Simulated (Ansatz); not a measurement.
# SiH2OF (SMILES O[SiH]F) at 6 levels

Wanted: a comparison of 6 runs (U-revPBE/STO-3G, RPA@PBE/STO-3G, UMP2/STO-3G, UCCSDT/STO-3G, UCCSD/STO-3G, FCI/STO-3G) of SiH2OF. 

The calculation is run with Ansatz 0.2.0.

65 further runs of the same task are left out: 5 that didn't finish, 60 set aside as unsound or not needed.

### 1 The structure to begin with

SiH2OF: 5 atoms, total charge 0, spin state doublet. SMILES: `O[SiH]F`. The Si2–O1 distance was set to 3.273 Å, away from the relaxed value. At this shape a bond of the SMILES string is far longer than usual.

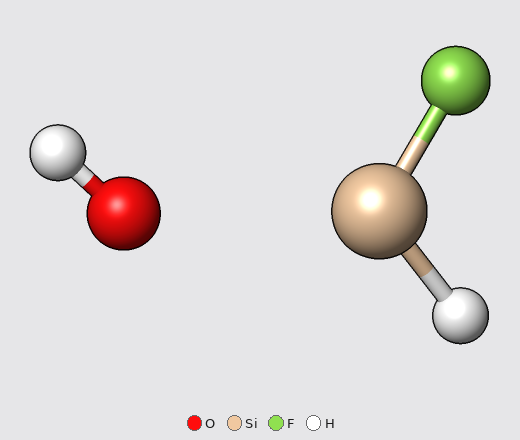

The structure, seen from a chosen angle (oxygen red, silicon light orange, fluorine green, hydrogen white).

### 2 A single-point energy at U-revPBE/STO-3G (run 1)

The input, input.yaml:

```yaml
crystal:
  periodic: [false, false, false]
  atoms:
    - {symbol: O, position_ang: [-1.514311, -2.014914, -1.045710]}
    - {symbol: Si, position_ang: [0.283900, 0.245700, 0.493100]}
    - {symbol: F, position_ang: [0.207000, 1.646500, -0.283100]}
    - {symbol: H, position_ang: [-2.463611, -1.895414, -1.107410]}
    - {symbol: H, position_ang: [1.688800, -0.242600, 0.404400]}
basis:
  gaussian:
    orbitals: STO-3G
magnetization:
  spin_polarized: true
  initial_magnetization: 1
hamiltonian:
  xc: {name: revPBE}
accuracy: high
```

Command:

```bash
$ ansatz run input.yaml --threads 1 --pin off --max-ram 2610MiB --events-out events.jsonl --progress --plain --runs-dir runs
```

Output:

```text
Warning: RAYON_NUM_THREADS=1 ignored (pool sized by the plan → 1); use --threads N
Functional definition: revPBE
  name "revPBE"
  parameter kappa = 1.245
  parameter beta = 0.06672455060314922
  exchange = pbe_x(kappa = kappa, mu = beta*pi^2/3)
  correlation = pbe_c(beta = beta)
347 factors; integrals over basis functions are off by at most 3.3e-8 eV
mean field evaluation 1: about -12495.2768 eV, gradient 2.1e1 eV
mean field evaluation 2: about -12163.4209 eV, gradient 7.5e1 eV
mean field evaluation 4: about -12506.4599 eV, gradient 3.5e0 eV
mean field evaluation 8: about -12506.4601 eV, gradient 3.5e0 eV
mean field evaluation 16: about -12506.7798 eV, gradient 2.1e-4 eV
mean field evaluation 32: about -12506.5770 eV, gradient 1.4e0 eV
mean field -12506.77981515 eV, -459.6156808069 hartree, gradient 4.8e-8 eV, S^2 0.753253; 5 other end points of the search recorded, 0 dependent functions left out
reference -12506.77981752 eV, -459.6156808938 hartree; 17, 16 occupied and 4, 5 virtual orbitals, 347 factors
Total energy: -12506.77981752 eV, -459.6156808938 hartree
```

Wall time 3.6 s (1 thread of Arm Neoverse V1, shared host); peak memory 0.13 GiB.

### 3 A single-point energy at RPA@PBE/STO-3G (run 2)

The input, run.yaml:

```yaml
crystal:
  periodic: [false, false, false]
  atoms:
    - symbol: O
      position_ang: [-1.514311, -2.014914, -1.045710]
    - symbol: Si
      position_ang: [0.283900, 0.245700, 0.493100]
    - symbol: F
      position_ang: [0.207000, 1.646500, -0.283100]
    - symbol: H
      position_ang: [-2.463611, -1.895414, -1.107410]
    - symbol: H
      position_ang: [1.688800, -0.242600, 0.404400]
basis:
  gaussian: {orbitals: STO-3G}
magnetization: {spin_polarized: true, initial_magnetization: 1}
correlation: {method: rpa, frozen_orbitals: {F: 1, H: 0, O: 1, Si: 5}}
accuracy: high
hamiltonian: {xc: {name: PBE}}
```

Command:

```bash
$ ansatz run run.yaml --threads 1 --pin off --max-ram 2610MiB --events-out events.jsonl --progress --plain --runs-dir runs
```

Output, shortened:

```text
Warning: RAYON_NUM_THREADS=1 ignored (pool sized by the plan → 1); use --threads N
Functional definition: PBE
  name "PBE"
[...]
347 factors; integrals over basis functions are off by at most 3.3e-8 eV
[...]
mean field -12500.28694339 eV, -459.3770721709 hartree, gradient 7.4e-8 eV, S^2 0.753227; 5 other end points of the search recorded, 0 dependent functions left out
7 core orbitals not correlated: weight in the atoms' cores, before any rotation towards them, 1.000 or more for the frozen orbitals, at most 0.000 for the correlated occupied ones
reference -12475.64635306 eV, -458.4715471780 hartree; 10, 9 occupied and 4, 5 virtual orbitals, 347 factors
Total energy: -12481.56136642 eV, -458.6889199097 hartree
```

Run time: 5.1 s. Hardware: 1 thread of Arm Neoverse V1, shared host; peak memory 0.14 GiB.

Run 3 isn't shown in full; the table further down has it.

### 4 The energy at UCCSDT/STO-3G (run 4)

The input, in.yaml:

```yaml
crystal:
  periodic: [false, false, false]
  atoms:
    - symbol: O
      position_ang: [-1.514311, -2.014914, -1.045710]
    - symbol: Si
      position_ang: [0.283900, 0.245700, 0.493100]
    - symbol: F
      position_ang: [0.207000, 1.646500, -0.283100]
    - symbol: H
      position_ang: [-2.463611, -1.895414, -1.107410]
    - symbol: H
      position_ang: [1.688800, -0.242600, 0.404400]
basis:
  gaussian:
    orbitals: STO-3G
scf:
  omitted_lower_state_checks: [cluster_reference, increment]
magnetization:
  spin_polarized: true
  initial_magnetization: 1
correlation:
  method: ccsdt
  frozen_orbitals: {F: 1, H: 0, O: 1, Si: 5}
accuracy: high
```

Command:

```bash
$ ansatz run in.yaml --threads 1 --pin off --max-ram 2610MiB --events-out events.jsonl --progress --plain --runs-dir runs
```

Output:

```text
Warning: RAYON_NUM_THREADS=1 ignored (pool sized by the plan → 1); use --threads N
[... 16 lines left out ...]
7 core orbitals not correlated: weight in the atoms' cores, before any rotation towards them, 1.000 or more for the frozen orbitals, at most 0.000 for the correlated occupied ones
[... 111 lines left out ...]
Total energy: -12479.72468460 eV, -458.6214230978 hartree
Checks for a lower state left out: cluster_reference, increment
```

Run time: 3.9 s. Hardware: 1 thread of Arm Neoverse V1, shared host.

Run 5 isn't shown in full; the table further down has it.

### 5 The energy at FCI/STO-3G (run 6)

The input, molecule.yaml:

```yaml
crystal:
  periodic: [false, false, false]
  atoms:
    - {symbol: O, position_ang: [-1.514311, -2.014914, -1.045710]}
    - {symbol: Si, position_ang: [0.283900, 0.245700, 0.493100]}
    - {symbol: F, position_ang: [0.207000, 1.646500, -0.283100]}
    - {symbol: H, position_ang: [-2.463611, -1.895414, -1.107410]}
    - {symbol: H, position_ang: [1.688800, -0.242600, 0.404400]}
basis:
  gaussian: {orbitals: STO-3G}
correlation: {method: fci, frozen_orbitals: {F: 1, H: 0, O: 1, Si: 5}}
magnetization: {spin_polarized: true, initial_magnetization: 1}
accuracy: high
```

Command:

```bash
$ ansatz run molecule.yaml --threads 1 --pin off --max-ram 2610MiB --events-out events.jsonl --progress --plain --runs-dir runs
```

Output, shortened:

```text
Warning: RAYON_NUM_THREADS=1 ignored (pool sized by the plan → 1); use --threads N
Functional definition: HF
  name "HF"
[...]
347 factors; integrals over basis functions are off by at most 3.3e-8 eV
[...]
mean field -12477.07554767 eV, -458.5240691112 hartree, gradient 1.9e-8 eV, S^2 0.775763; 9 other end points of the search recorded, 0 dependent functions left out
7 core orbitals not correlated: weight in the atoms' cores, before any rotation towards them, 1.000 or more for the frozen orbitals, at most 0.000 for the correlated occupied ones
reference -12477.04420564 eV, -458.5229173128 hartree; 10, 9 occupied and 4, 5 virtual orbitals, 347 factors
state -12479.72917776 eV, -458.6215882186 hartree
Total energy: -12479.72917776 eV, -458.6215882186 hartree
```

Run time: 39 s. Hardware: 1 thread of Arm Neoverse V1, shared host; peak memory 0.4 GiB.

### 6 All runs side by side

| run | level | frozen core orbitals | energy (Eh) | ⟨S²⟩ | wall time |
| --- | --- | --- | --- | --- | --- |
| 1 | U-revPBE/STO-3G | – | -459.615681 | 0.753 | 3.6 s |
| 2 | RPA@PBE/STO-3G | 7 | -458.688920 | 0.753 | 5.1 s |
| 3 | UMP2/STO-3G | 7 | -458.591062 | 0.776 | 0.56 s |
| 4 | UCCSDT/STO-3G | 7 | -458.621423 | 0.776 | 3.9 s |
| 5 | UCCSD/STO-3G | 7 | -458.616149 | 0.776 | 0.95 s |
| 6 | FCI/STO-3G | 7 | -458.621588 | – | 39 s |

### 7 Outcome

| quantity | value |
| --- | --- |
| run 6: total energy | -458.62159 Eh |
| run 6: correlation energy (7 core orbitals frozen) | -98.7 mEh |

**Reading.** Against full CI in this basis: UMP2 +30.5 mEh; UCCSDT +0.2 mEh; UCCSD +5.4 mEh. In runs 1, 2, 3, 4, 5, 6 the basis is minimal, so the values are rough. All runs together took 53 s, the longest 39 s.
